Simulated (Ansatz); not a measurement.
Br2Fe (quintet)

The calculation's input:

```
crystal:
  periodic: [false, false, false]
  atoms:
    - {symbol: Fe, position_ang: [-0.001162, -0.000674, -0.000039]}
    - {symbol: Br, position_ang: [-0.052576, -0.040994, 2.268093]}
    - {symbol: Br, position_ang: [0.053738, 0.041658, -2.268054]}
basis:
  gaussian: {orbitals: def2-TZVP, initial_orbitals: start.molden}
magnetization: {spin_polarized: true, initial_magnetization: 4}
hamiltonian: {xc: pbe0, dispersion: d4}
scf: {omitted_lower_state_checks: [starts]}
output: {forces: true, orbitals: {seedname: orbitals}}
```

Run with:

```sh
ansatz run in.yaml --threads 2 --pin off --events-out ev --progress --plain --max-ram 4352MiB
```

Geometry: PBE-D4/def2-TZVP.

Level of theory: UKS PBE0-D4/def2-TZVP in Ansatz.

### Predict the electron density, electron localisation function and spin density between the atoms.

Fe–Br (2.27 Å): ρ at the midpoint is about 0.65 e/Å³; the ELF peaks at about 0.75 in the valence shell of Br, 1.0 Å from its nucleus, and is about 0.55 at the midpoint.
The unpaired spin (4 electrons) lies mostly on Fe1 (about 3.7), Br2 (about 0.1) and Br3 (about 0.1), in electrons by Hirshfeld's partition.

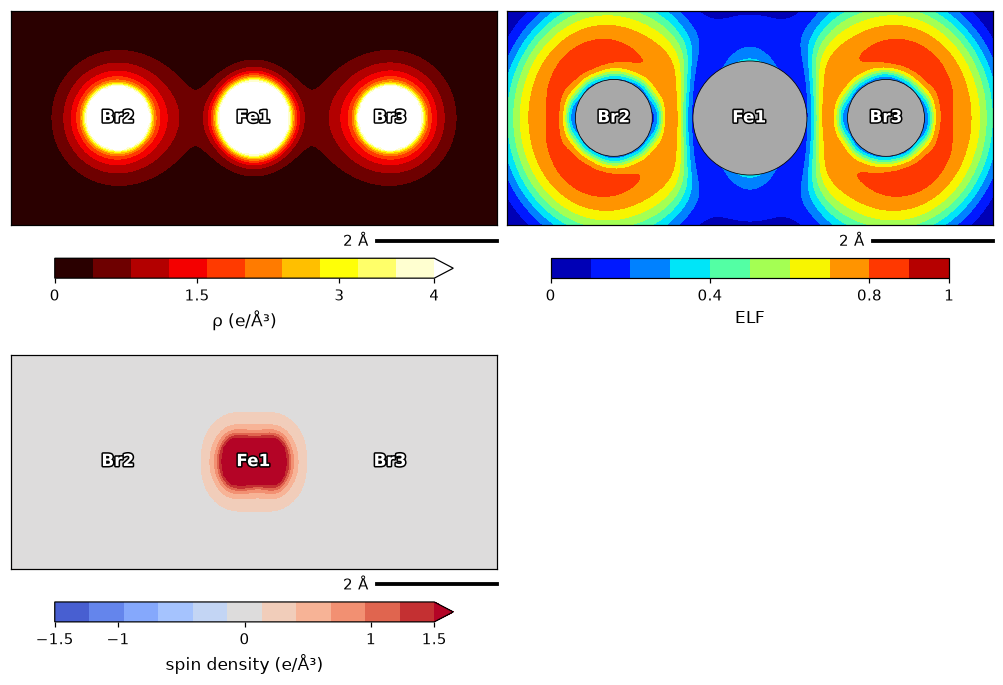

Computed electron density, electron localisation function and spin density on a plane that holds the molecular axis, in this order. Grey discs cover the atomic cores in the ELF map. 
